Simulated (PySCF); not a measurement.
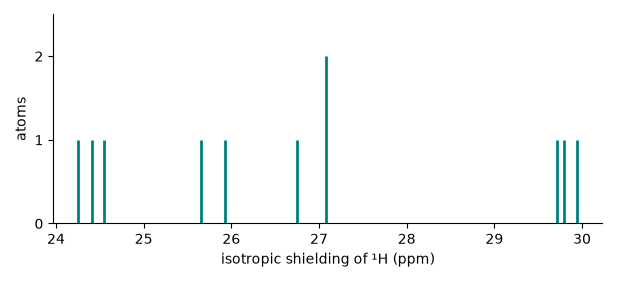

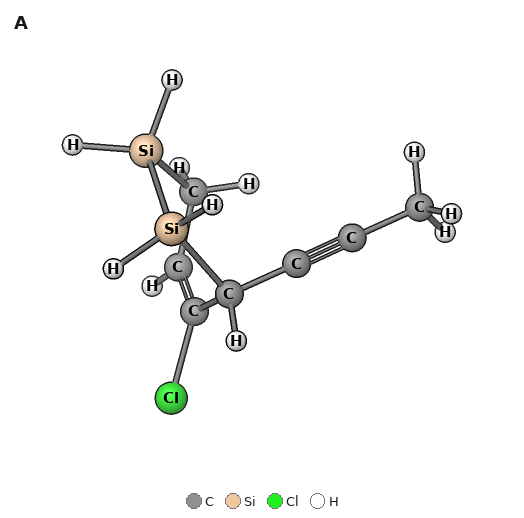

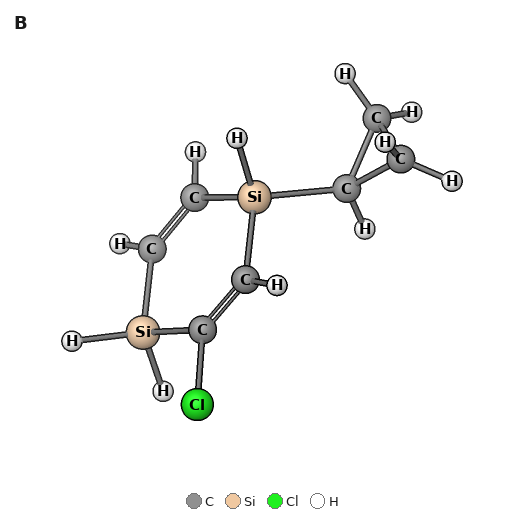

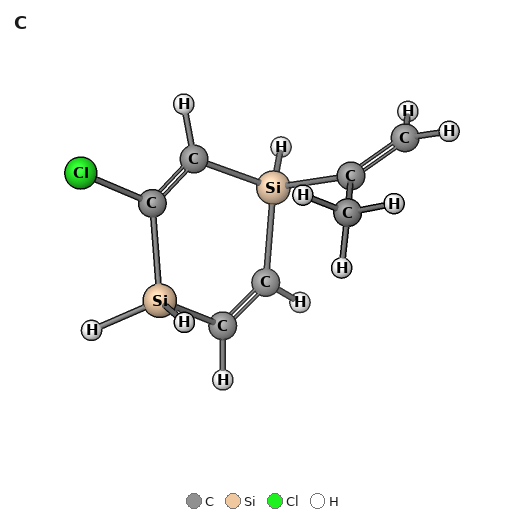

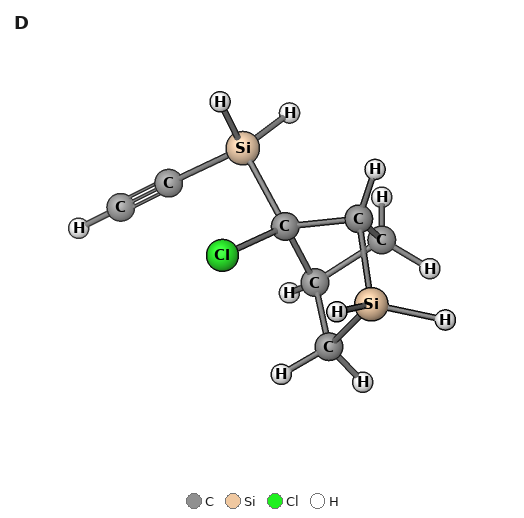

The sticks are computed shieldings of one of the molecules, for one fixed geometry (GFN2-xTB) without averaging over rotations. Low shielding means a high chemical shift. Method: GIAO PBE0/pcSseg-1 NMR shielding, non-relativistic, gas phase (PySCF 2.14.0).

Match the spectrum to a structure.

Answer. C, `C=C(C)[Si@H]1C=C[SiH2]C(Cl)=C1`. Its 11 H atoms give lines at 24.25, 24.41, 24.54, 25.65, 25.92, 26.75, 27.08 (2 atoms), 29.72, 29.79, 29.95 ppm.

The geometry is semi-empirical. Around Si such bond lengths and angles can be off by a tenth of an ångström or more and by several degrees, and values that hang on the shape move with them.
